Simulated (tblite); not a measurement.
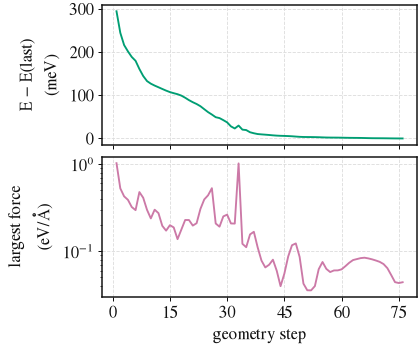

History of a geometry optimisation. The run: H6O3Si2 (SMILES O[SiH](O)O[SiH3]), by tblite 0.8.0, GFN2-xTB geometry optimisation, dihedral held, gas phase.

The optimisation met its thresholds at geometry 76, counting the start as the first. The energy fell by about 290 meV from the first step to the last, with a rise at step 33. The largest force goes from about 1 eV/Å at the start to 0.044 eV/Å at the end.
